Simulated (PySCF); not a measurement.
**C4H16BNSi: NMR shifts at several levels of theory**

How much do the NMR shifts of C4H16BNSi (`[BH3-][NH2+]C[Si](C)(C)C`) depend on the level of theory, and what does each level cost?

Programs: PySCF 2.14.0, with density-fitted response routines of our own. Each step states its level of theory. These are calculated values for one molecule in the gas phase, unless marked as measured. Atoms count from 0, in the outputs and in this text.

**1. The starting structure**

23 atoms, charge 0, multiplicity 1; geometry from: GFN2-xTB.

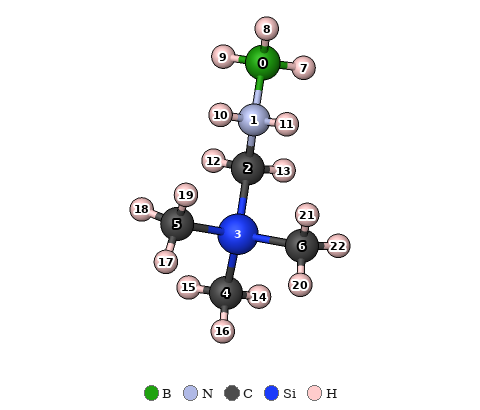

The starting geometry (boron green, nitrogen light blue, carbon dark grey, silicon blue, hydrogen pink), atoms numbered.

**2. Geometry optimisation at PBE0-D3(BJ)/def2-SVP**

The job: settings as JSON, then the geometry in Å.

```
{"job": {"xc": "PBE0", "basis": "def2-SVP", "d3": "d3bj", "grid": 1, "kind": "geom"}, "charge": 0, "multiplicity": 1}
B      3.295210     0.007900     1.085810
N      1.691070     0.287820     0.907490
C      1.050090    -0.429170    -0.200000
Si    -0.833630    -0.061110    -0.349500
C     -1.521880    -0.960510    -1.878360
C     -1.051430     1.830180    -0.498620
C     -1.684510    -0.671630     1.246140
H      3.409090    -1.161370     1.294470
H      3.627090     0.677330     2.019040
H      3.810830     0.352320     0.066280
H      1.585270     1.289060     0.780470
H      1.254730     0.031750     1.787290
H      1.586220    -0.159110    -1.110700
H      1.239960    -1.492210    -0.047020
H     -1.324960    -2.027340    -1.830670
H     -1.074340    -0.586360    -2.794170
H     -2.596370    -0.829170    -1.962540
H     -2.078470     2.086020    -0.740040
H     -0.423350     2.245710    -1.281660
H     -0.806290     2.343070     0.428000
H     -2.763970    -0.584030     1.169310
H     -1.379450    -0.098080     2.117440
H     -1.457620    -1.715070     1.444490
```

The log of the run:

```text
step   0  E = -530.51041160  max force = 0.017491
step   1  E = -530.51454831  max force = 0.005559
step   2  E = -530.51468300  max force = 0.002619
step   3  E = -530.51475915  max force = 0.000725
step   4  E = -530.51479054  max force = 0.001597
step   5  E = -530.51484389  max force = 0.002176
step   6  E = -530.51486910  max force = 0.001450
step   7  E = -530.51487936  max force = 0.000420
optimisation converged
```

It took 8.8 min on 8 threads of Intel Xeon at 2.50GHz (Skylake/Cascade Lake), shared host.

Step by step:

| step | energy from step 0 (eV) | largest force component (eV/Å) |
| --- | --- | --- |
| 0 | 0.0000 | 0.8994 |
| 1 | -0.1126 | 0.2859 |
| 2 | -0.1162 | 0.1347 |
| 3 | -0.1183 | 0.0373 |
| 4 | -0.1192 | 0.0821 |
| 5 | -0.1206 | 0.1119 |
| 6 | -0.1213 | 0.0746 |
| 7 | -0.1216 | 0.0216 |

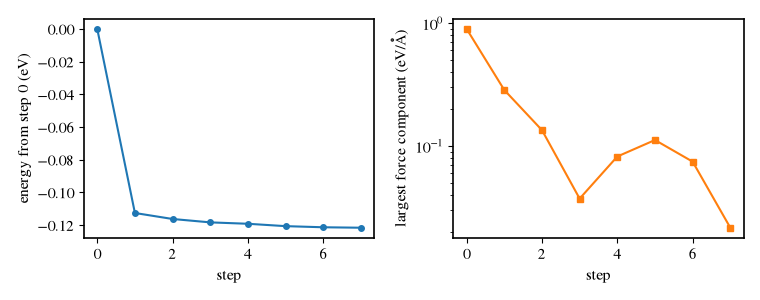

Energy and force, step by step.

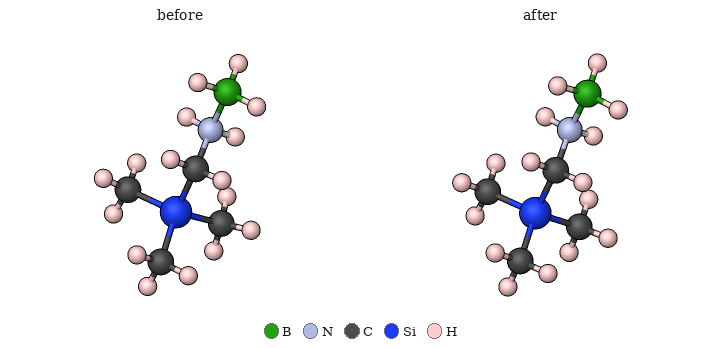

The geometry before (left) and after (right).

Distances of close pairs at the start and the end, largest changes first:

| bond | before (Å) | after (Å) | change (Å) |
| --- | --- | --- | --- |
| B0–H7 | 1.193 | 1.227 | +0.033 |
| B0–H9 | 1.193 | 1.227 | +0.033 |
| B0–H8 | 1.195 | 1.227 | +0.031 |
| Si3–C5 | 1.910 | 1.882 | -0.027 |
| Si3–C6 | 1.909 | 1.882 | -0.026 |
| Si3–C4 | 1.903 | 1.877 | -0.026 |
| C2–Si3 | 1.925 | 1.905 | -0.020 |
| C5–H17 | 1.086 | 1.102 | +0.016 |

The next job starts from the end point, and lists it.

| at the end point | value |
| --- | --- |
| point group (found at 0.08 Å tolerance) | Cs |
| rotational constants (GHz, main isotopes) | 2.873, 1.080, 1.069 |
| dipole moment (D) | 6.45 |

**3. Shielding tensors: PBE0/pcSseg-1**

The job: settings as JSON, then the geometry in Å.

```
{"job": {"kind": "nmr", "xc": "PBE0", "basis": "pcSseg-1", "pop": false}, "charge": 0, "multiplicity": 1}
B      3.308612     0.012093     1.063725
N      1.712426     0.286602     0.948839
C      1.030224    -0.379841    -0.178119
Si    -0.839679    -0.050114    -0.330230
C     -1.455632    -0.983797    -1.837192
C     -1.109188     1.801487    -0.533947
C     -1.695936    -0.653759     1.233383
H      3.429096    -1.201228     1.196668
H      3.681500     0.641900     2.048445
H      3.793121     0.428177     0.016572
H      1.573988     1.296961     0.889503
H      1.282700     0.003321     1.831215
H      1.552403    -0.069510    -1.097271
H      1.230507    -1.458851    -0.082214
H     -1.271870    -2.065181    -1.739099
H     -0.951577    -0.635293    -2.752288
H     -2.538793    -0.837868    -1.974201
H     -2.180506     2.024990    -0.660218
H     -0.581147     2.185379    -1.421291
H     -0.761354     2.372981     0.342009
H     -2.782386    -0.482836     1.169957
H     -1.338033    -0.126839     2.132949
H     -1.535183    -1.732773     1.385753
```

With the program's defaults for keys left out, this is: GIAO PBE0/pcSseg-1 NMR shielding, non-relativistic, gas phase.

The log of the run:

```text
coarse grid: 18040 points
cycle   1  E = -530.5814633048  dE =  1.853e-01  |g| = 5.932e-01  |ddm| = 3.939e+00
cycle   2  E = -530.5874014749  dE = -5.938e-03  |g| = 5.916e-01  |ddm| = 1.069e+00
cycle   3  E = -530.6820499144  dE = -9.465e-02  |g| = 4.336e-02  |ddm| = 5.207e-01
cycle   4  E = -530.6824638524  dE = -4.139e-04  |g| = 2.026e-02  |ddm| = 6.246e-02
cycle   5  E = -530.6825745151  dE = -1.107e-04  |g| = 4.053e-03  |ddm| = 2.208e-02
cycle   6  E = -530.6825780320  dE = -3.517e-06  |g| = 1.812e-03  |ddm| = 5.044e-03
final grid: 164912 points
cycle   7  E = -530.7191693856  dE = -4.436e-05  |g| = 1.083e-02  |ddm| = 2.839e-02
cycle   8  E = -530.7191592389  dE =  1.015e-05  |g| = 1.285e-02  |ddm| = 1.822e-02
cycle   9  E = -530.7191983297  dE = -3.909e-05  |g| = 9.701e-04  |ddm| = 9.657e-03
cycle  10  E = -530.7191985213  dE = -1.916e-07  |g| = 2.262e-04  |ddm| = 7.492e-04
cycle  11  E = -530.7191985314  dE = -1.009e-08  |g| = 4.287e-05  |ddm| = 1.768e-04
cycle  12  E = -530.7191985318  dE = -4.295e-10  |g| = 1.359e-05  |ddm| = 5.162e-05
converged SCF energy = -530.7191985318

GIAO shielding tensors (ppm)
atom      isotropic    diamagn.    paramagn.     s11        s22        s33       span
  0 B      120.616     185.180     -64.563    103.347    106.631    151.871     48.524
  1 N      215.179     320.283    -105.104    201.072    215.816    228.649     27.577
  2 C      144.240     258.034    -113.795    117.873    134.555    180.291     62.418
  3 Si     353.055     883.414    -530.359    342.745    357.362    359.058     16.313
  4 C      187.660     255.583     -67.923    185.340    185.739    191.902      6.562
  5 C      188.504     256.447     -67.943    183.025    186.571    195.915     12.890
  6 C      188.525     256.382     -67.856    183.231    186.521    195.825     12.594
  7 H       29.216      28.341       0.875     26.312     27.090     34.245      7.933
  8 H       29.006      27.797       1.208     25.815     26.811     34.392      8.577
  9 H       29.220      28.356       0.864     26.309     27.099     34.253      7.944
 10 H       29.075      34.635      -5.560     20.783     29.134     37.308     16.525
 11 H       29.079      34.574      -5.496     20.820     29.069     37.346     16.527
 12 H       29.197      34.519      -5.322     24.784     30.014     32.792      8.008
 13 H       29.191      34.492      -5.302     24.803     29.957     32.813      8.011
 14 H       31.231      31.366      -0.135     26.680     28.758     38.254     11.573
 15 H       31.233      31.384      -0.151     26.687     28.779     38.233     11.546
 16 H       31.171      29.944       1.227     26.711     28.418     38.384     11.673
 17 H       31.125      30.610       0.515     26.743     28.351     38.281     11.538
 18 H       31.308      32.120      -0.812     27.130     28.253     38.540     11.411
 19 H       31.299      33.022      -1.723     26.834     29.532     37.533     10.698
 20 H       31.133      30.586       0.547     26.743     28.369     38.287     11.544
 21 H       31.300      33.014      -1.714     26.795     29.570     37.536     10.741
 22 H       31.300      32.021      -0.721     27.110     28.220     38.569     11.459
```

Run time: 2.6 min. Hardware: 8 threads of Intel Xeon at 2.50GHz (Skylake/Cascade Lake), shared host.

The references, computed at this level on geometries of the same kind, shield at (ppm): ¹H TMS 31.27, ¹³C TMS 184.4, ²⁹Si TMS 352.0, ¹⁵N NH3 265.7, ¹¹B BF3·OEt2 100.7. Their shielding less the atom's gives the shift. The references are single molecules in the gas phase, so shifts against H2O, NH3, PH3, H3PO4 or CFCl3 are not on the usual liquid scales and can be off by tens of ppm. Atoms listed in one row are averaged.

| atoms | environment | σ (ppm) | δ (ppm) | δ scaled to CDCl3 |
| --- | --- | --- | --- | --- |
| C2 | sp3 CH2 bonded to N and Si | 144.2 | 40.2 | 38.5 |
| C4, C5, C6 | methyl carbon bonded to Si | 188.2 | -3.8 | -4.2 |
| H10, H11 | hydrogen on a donor nitrogen of a Lewis adduct | 29.08 | 2.19 | – |
| H7, H8, H9 | hydrogen on a boron bonded to N | 29.15 | 2.12 | – |
| H12, H13 | hydrogen on an sp3 CH2 bonded to N and Si | 29.19 | 2.07 | 2.18 |
| H14, H15, H16, H17, H18 and 4 more | hydrogen on a methyl carbon bonded to Si | 31.23 | 0.03 | 0.25 |
| B0 | boron bonded to N, 3 H | 120.6 | -19.9 | – |
| N1 | donor nitrogen of a Lewis adduct | 215.2 | 50.5 | – |
| Si3 | silicon bonded to 4 C | 353.1 | -1.1 | – |

The scaled column applies a straight-line fit of computed shieldings to shifts measured in CDCl3 (root-mean-square error 0.21 ppm for H, 2.0 ppm for C).

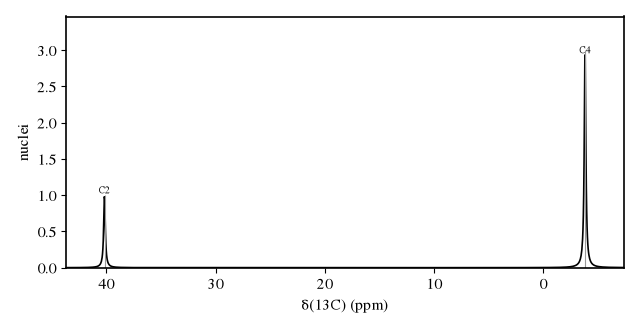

¹³C lines at the computed shifts, without couplings. Lines are broadened to a width of 0.18 ppm (Lorentzian).

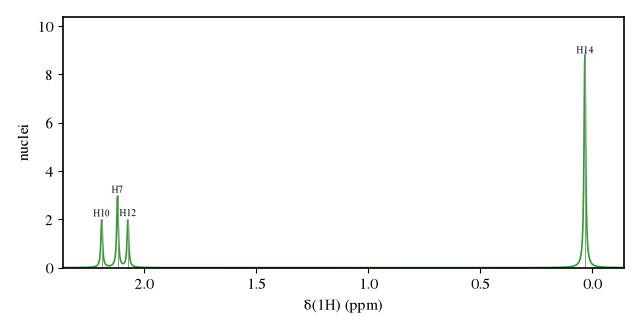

¹H lines at the computed shifts, without couplings. Lines are broadened to a width of 0.01 ppm (Lorentzian).

**4. NMR shieldings: PBE/pcSseg-1**

Settings changed since step 3:

```diff
@@ -1,2 +1,2 @@
-{"job": {"kind": "nmr", "xc": "PBE0", "basis": "pcSseg-1", "pop": false}, "charge": 0, "multiplicity": 1}
+{"job": {"kind": "nmr", "xc": "PBE", "basis": "pcSseg-1", "pop": false}, "charge": 0, "multiplicity": 1}
 B      3.308612     0.012093     1.063725
```

With the program's defaults for keys left out, this is: GIAO PBE/pcSseg-1 NMR shielding, non-relativistic, gas phase.

The log of the run:

```text
coarse grid: 18040 points
cycle   1  E = -530.3882769677  dE =  9.080e-02  |g| = 8.455e-01  |ddm| = 4.043e+00
cycle   2  E = -530.1879481238  dE =  2.003e-01  |g| = 1.180e+00  |ddm| = 1.953e+00
cycle   3  E = -530.5902570264  dE = -4.023e-01  |g| = 7.822e-02  |ddm| = 1.224e+00
cycle   4  E = -530.5918190490  dE = -1.562e-03  |g| = 3.477e-02  |ddm| = 1.229e-01
cycle   5  E = -530.5921461865  dE = -3.271e-04  |g| = 7.435e-03  |ddm| = 3.809e-02
cycle   6  E = -530.5921567369  dE = -1.055e-05  |g| = 3.206e-03  |ddm| = 8.815e-03
cycle   7  E = -530.5921592133  dE = -2.476e-06  |g| = 4.495e-04  |ddm| = 2.992e-03
final grid: 164912 points
cycle   8  E = -530.6423500009  dE = -4.389e-05  |g| = 1.666e-02  |ddm| = 3.951e-02
cycle   9  E = -530.6422513969  dE =  9.860e-05  |g| = 2.595e-02  |ddm| = 3.544e-02
cycle  10  E = -530.6424203326  dE = -1.689e-04  |g| = 1.975e-03  |ddm| = 2.193e-02
cycle  11  E = -530.6424211202  dE = -7.876e-07  |g| = 5.371e-04  |ddm| = 1.692e-03
cycle  12  E = -530.6424211763  dE = -5.603e-08  |g| = 8.758e-05  |ddm| = 3.739e-04
cycle  13  E = -530.6424211784  dE = -2.118e-09  |g| = 2.570e-05  |ddm| = 1.166e-04
cycle  14  E = -530.6424211786  dE = -1.867e-10  |g| = 3.917e-06  |ddm| = 3.151e-05
converged SCF energy = -530.6424211786

GIAO shielding tensors (ppm)
atom      isotropic    diamagn.    paramagn.     s11        s22        s33       span
  0 B      115.982     187.108     -71.125     97.867    100.955    149.126     51.259
  1 N      205.485     318.122    -112.637    192.185    207.491    216.779     24.595
  2 C      137.309     257.727    -120.418    109.760    127.114    175.053     65.293
  3 Si     336.442     884.661    -548.220    325.939    340.192    343.195     17.256
  4 C      183.311     254.462     -71.151    180.524    180.936    188.474      7.950
  5 C      184.414     255.328     -70.914    178.107    182.452    192.682     14.575
  6 C      184.437     255.266     -70.829    178.330    182.397    192.583     14.254
  7 H       29.061      28.500       0.561     26.335     26.809     34.040      7.704
  8 H       28.811      27.776       1.035     25.812     26.532     34.090      8.277
  9 H       29.066      28.519       0.547     26.331     26.818     34.049      7.718
 10 H       28.822      34.525      -5.703     20.703     29.220     36.543     15.840
 11 H       28.826      34.462      -5.637     20.739     29.157     36.581     15.842
 12 H       29.063      34.533      -5.470     24.970     30.028     32.191      7.220
 13 H       29.057      34.506      -5.449     24.992     29.971     32.209      7.217
 14 H       31.161      31.319      -0.158     26.826     28.781     37.876     11.050
 15 H       31.163      31.336      -0.173     26.833     28.800     37.856     11.023
 16 H       31.110      29.918       1.192     26.868     28.475     37.987     11.119
 17 H       31.077      30.581       0.496     26.924     28.446     37.862     10.938
 18 H       31.263      32.074      -0.811     27.271     28.298     38.220     10.949
 19 H       31.210      32.939      -1.729     26.928     29.549     37.151     10.223
 20 H       31.085      30.557       0.528     26.921     28.464     37.871     10.950
 21 H       31.210      32.931      -1.721     26.889     29.587     37.154     10.264
 22 H       31.255      31.977      -0.722     27.253     28.266     38.247     10.994
```

Run time: 2.8 min. Hardware: 8 threads of Intel Xeon at 2.50GHz (Skylake/Cascade Lake), shared host.

This run: δ C2 42.7, C4 -4.0, B0 -21.2, N1 59.6, H10 2.37, H7 2.22 ppm (means over like atoms).

(Part 1 of 2 ends here.)
